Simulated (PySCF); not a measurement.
**C2H3BFN (SMILES C#CB(N)F) at 6 levels**

Wanted: a comparison of 6 runs (HF/STO-3G, HF/3-21G, HF/def2-SVP, HF/6-311G**, BP86/6-31G, PBE0/def2-SVP) of C2H3BFN. 

Program for the calculation: PySCF 2.14.0.

## (1) The molecule

C2H3BFN has 8 atoms, charge 0, and is taken as a singlet. As SMILES, `C#CB(N)F`. The shape is that of a GFN2-xTB optimisation.

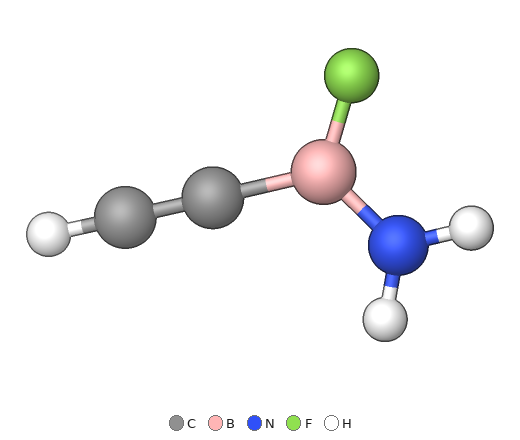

The structure, seen from a chosen angle (carbon grey, boron pink, nitrogen blue, fluorine green, hydrogen white).

## (2) Energy and forces at HF/STO-3G (run 1)

run.py reads:

```python
# C#CB(N)F
from pyscf import gto

molecule = gto.Mole()
molecule.atom = '''
C       -0.774930       1.705270       1.154030
C       -0.187720       0.908310       0.472140
B        0.565760      -0.094990      -0.394750
N        0.105460      -1.387380      -0.606570
F        1.715610       0.259730      -0.983210
H       -1.286410       2.405560       1.748840
H        0.605120      -2.046610      -1.178300
H       -0.742890      -1.749880      -0.212190
'''
molecule.basis = 'sto-3g'
molecule.verbose = 4
molecule.max_memory = 1860
molecule.build()

hf = molecule.RHF()
hf.conv_tol = 1e-10
hf.kernel()
if not hf.converged:
    hf = hf.newton().run(hf.mo_coeff, hf.mo_occ)

e_final = hf.e_tot
print('E = %.10f Eh' % e_final)
grad = hf.nuc_grad_method().kernel()
hf.analyze()
```

Run with:

```console
$ OMP_NUM_THREADS=1 python run.py
```

Output:

```text
PySCF version 2.14.0

[... 79 lines left out ...]
Nuclear Repulsion Energy =             135.993460190136062
[... 3 lines left out ...]
DFT Exchange-Correlation Energy =      -32.355894276363273
[... 5 lines left out ...]
MO #4   energy= -10.9564666358987  occ= 2
[... 3 lines left out ...]
MO #8   energy= -0.941385523777338 occ= 2
[... 3 lines left out ...]
MO #12  energy= -0.578159857105383 occ= 2
[... 3 lines left out ...]
MO #16  energy= -0.370485475759722 occ= 2
[... 3 lines left out ...]
MO #20  energy= 0.383129564250345  occ= 0
[... 3 lines left out ...]
MO #24  energy= 0.668924995873817  occ= 0
[... 3 lines left out ...]
MO #28  energy= 1.48347841591651   occ= 0
 ** Mulliken pop on meta-lowdin orthogonal AOs  **
 ** Mulliken pop  **
pop of  0 C 1s            1.99989
pop of  0 C 2s            1.04320
pop of  0 C 2px           1.01727
pop of  0 C 2py           1.03197
pop of  0 C 2pz           0.98826
pop of  1 C 1s            1.99987
pop of  1 C 2s            1.07999
pop of  1 C 2px           0.99726
pop of  1 C 2py           1.01809
pop of  1 C 2pz           1.02627
pop of  2 B 1s            1.99957
pop of  2 B 2s            0.80945
pop of  2 B 2px           0.62863
pop of  2 B 2py           0.74860
pop of  2 B 2pz           0.57326
pop of  3 N 1s            1.99985
pop of  3 N 2s            1.22834
pop of  3 N 2px           1.27799
pop of  3 N 2py           1.25271
pop of  3 N 2pz           1.51451
pop of  4 F 1s            1.99994
pop of  4 F 2s            1.83144
pop of  4 F 2px           1.59489
pop of  4 F 2py           1.90382
pop of  4 F 2pz           1.78673
pop of  5 H 1s            0.92623
pop of  6 H 1s            0.86213
pop of  7 H 1s            0.85985
 ** Mulliken atomic charges  **
charge of    0C =     -0.08058
charge of    1C =     -0.12148
charge of    2B =      0.24049
charge of    3N =     -0.27341
charge of    4F =     -0.11682
charge of    5H =      0.07377
charge of    6H =      0.13787
charge of    7H =      0.14015
Dipole moment(X, Y, Z, Debye): -1.01164, -1.43171,  0.08083
```

It took 1.9 s on 1 thread of Intel Xeon at 2.70GHz, shared host; peak memory 0.12 GiB.

## (3) Energy and gradient at HF/3-21G (run 2)

run.py reads:

```python
from pyscf import gto, scf

system = gto.Mole()
system.atom = '''
C   -0.774930   1.705270   1.154030
C   -0.187720   0.908310   0.472140
B    0.565760  -0.094990  -0.394750
N    0.105460  -1.387380  -0.606570
F    1.715610   0.259730  -0.983210
H   -1.286410   2.405560   1.748840
H    0.605120  -2.046610  -1.178300
H   -0.742890  -1.749880  -0.212190
'''
system.verbose = 4
system.max_memory = 1860
system.basis = '3-21g'
system.build()

calc0 = scf.RHF(system)
calc0.conv_tol = 1e-10
calc0.kernel()
if not calc0.converged:
    calc0 = calc0.newton().run(calc0.mo_coeff, calc0.mo_occ)

etot = calc0.e_tot
print('E(%s) = %.9f' % ('HF', etot))
grad = calc0.nuc_grad_method().kernel()
dip = calc0.dip_moment()
pop, q = calc0.mulliken_pop()
```

Run with:

```console
$ OMP_NUM_THREADS=1 python run.py
```

Output:

```text
PySCF version 2.14.0

[... 66 lines left out ...]
converged SCF energy = -254.737143822468
[... 12 lines left out ...]
Dipole moment(X, Y, Z, Debye): -2.00463, -1.63480,  0.62868
[... 21 lines left out ...]
pop of  2 B 3s            0.02078
pop of  2 B 2px           0.36067
pop of  2 B 2py           0.50429
pop of  2 B 2pz           0.29556
pop of  2 B 3px           0.03965
pop of  2 B 3py           0.04400
pop of  2 B 3pz           0.13759
pop of  3 N 1s            1.98720
pop of  3 N 2s            0.36006
pop of  3 N 3s            1.29977
pop of  3 N 2px           0.60286
pop of  3 N 2py           0.61889
pop of  3 N 2pz           0.65173
pop of  3 N 3px           0.78033
pop of  3 N 3py           0.73601
pop of  3 N 3pz           0.92246
pop of  4 F 1s            1.98502
pop of  4 F 2s            0.44368
pop of  4 F 3s            1.52841
pop of  4 F 2px           0.77340
pop of  4 F 2py           0.86648
pop of  4 F 2pz           0.83241
pop of  4 F 3px           0.95150
pop of  4 F 3py           1.00793
pop of  4 F 3pz           1.00545
pop of  5 H 1s            0.45978
pop of  5 H 2s            0.20485
pop of  6 H 1s            0.44007
pop of  6 H 2s            0.21616
pop of  7 H 1s            0.44234
pop of  7 H 2s            0.21786
 ** Mulliken atomic charges  **
charge of    0C =     -0.43471
charge of    1C =     -0.45211
charge of    2B =      1.22148
charge of    3N =     -0.95932
charge of    4F =     -0.39428
charge of    5H =      0.33538
charge of    6H =      0.34377
charge of    7H =      0.33980
```

Run time: 1.5 s. Hardware: 1 thread of Intel Xeon at 2.70GHz, shared host; peak memory 0.12 GiB.

Runs 3 to 5 aren't shown in full; the table further down has their settings and results.

## (4) Energy and forces at PBE0/def2-SVP (run 6)

input.py reads:

```python
# C#CB(N)F
import pyscf.grad
from pyscf import gto, dft

mol = gto.Mole()
mol.atom = '''
C       -0.774930       1.705270       1.154030
C       -0.187720       0.908310       0.472140
B        0.565760      -0.094990      -0.394750
N        0.105460      -1.387380      -0.606570
F        1.715610       0.259730      -0.983210
H       -1.286410       2.405560       1.748840
H        0.605120      -2.046610      -1.178300
H       -0.742890      -1.749880      -0.212190
'''
mol.verbose = 4
mol.basis = 'def2-svp'
mol.max_memory = 1860
mol.build()

myscf = dft.RKS(mol)
myscf.xc = 'pbe0'
myscf.conv_tol = 1e-10
myscf.grids.level = 5
myscf.kernel()
if not myscf.converged:
    myscf = myscf.newton().run(myscf.mo_coeff, myscf.mo_occ)

etot = myscf.e_tot
print('E = %.10f Eh' % etot)
grad = myscf.Gradients().kernel()
dip = myscf.dip_moment()
pop, q = myscf.mulliken_pop()
```

Run with:

```console
$ OMP_NUM_THREADS=1 python input.py
```

Output:

```text
PySCF version 2.14.0

[... 77 lines left out ...]
converged SCF energy = -257.029815942799
[... 13 lines left out ...]
Dipole moment(X, Y, Z, Debye): -1.68329, -1.77390,  0.37210
[... 55 lines left out ...]
pop of  3 N 3dxz          0.00146
pop of  3 N 3dx2-y2       0.00216
pop of  4 F 1s            1.98990
pop of  4 F 2s            1.13252
pop of  4 F 3s            0.72795
pop of  4 F 2px           1.06656
pop of  4 F 2py           1.17197
pop of  4 F 2pz           1.12359
pop of  4 F 3px           0.56443
pop of  4 F 3py           0.68492
pop of  4 F 3pz           0.66694
pop of  4 F 3dxy          0.00130
pop of  4 F 3dyz          0.00046
pop of  4 F 3dz^2         0.00081
pop of  4 F 3dxz          0.00187
pop of  4 F 3dx2-y2       0.00162
pop of  5 H 1s            0.74727
pop of  5 H 2s            0.19619
pop of  5 H 2px           0.00842
pop of  5 H 2py           0.01092
pop of  5 H 2pz           0.00927
pop of  6 H 1s            0.71326
pop of  6 H 2s            0.09716
pop of  6 H 2px           0.01496
pop of  6 H 2py           0.01698
pop of  6 H 2pz           0.01692
pop of  7 H 1s            0.71569
pop of  7 H 2s            0.09546
pop of  7 H 2px           0.02206
pop of  7 H 2py           0.01246
pop of  7 H 2pz           0.01452
 ** Mulliken atomic charges  **
charge of    0C =     -0.14317
charge of    1C =      0.06775
charge of    2B =      0.01458
charge of    3N =     -0.11280
charge of    4F =     -0.13483
charge of    5H =      0.02793
charge of    6H =      0.14071
charge of    7H =      0.13982
```

It took 25 s on 1 thread of Intel Xeon at 2.70GHz, shared host; peak memory 0.86 GiB.

## (5) All runs side by side

```
run          level  integration grid  energy (Eh)  dipole moment (D)  HOMO energy (eV)  LUMO energy (eV)  wall time
  1      HF/STO-3G                 –  -252.730692               1.75             -8.90              7.64      1.9 s
  2       HF/3-21G                 –  -254.737144               2.66            -10.87              3.89      1.5 s
  3    HF/def2-SVP                 –  -255.921685               2.51            -10.96              3.50      5.7 s
  4    HF/6-311G**                 –  -256.184994               2.45            -10.91              3.47       12 s
  5     BP86/6-31G                 5  -257.443635               2.62             -6.55             -1.06       18 s
  6  PBE0/def2-SVP                 5  -257.029816               2.47             -7.96             -0.27       25 s
```

## (6) What came out

```
                       quantity          value
            run 6: total energy  -257.02982 Eh
           run 6: dipole moment         2.47 D
             run 6: HOMO energy       -7.96 eV
             run 6: LUMO energy       -0.27 eV
           run 6: HOMO–LUMO gap        7.69 eV
run 6: largest force on an atom     1.054 eV/Å
```

The dipole moment (its size) runs from 1.75 D (HF/STO-3G) to 2.66 D (HF/3-21G). The HOMO–LUMO gap runs from 5.50 eV (BP86/6-31G) to 16.54 eV (HF/STO-3G). The two ends differ in method and basis. Totals of different functionals can't be ranked against each other. In run 1 the basis is minimal, so the values are rough. All runs together took 65 s, the longest 25 s.
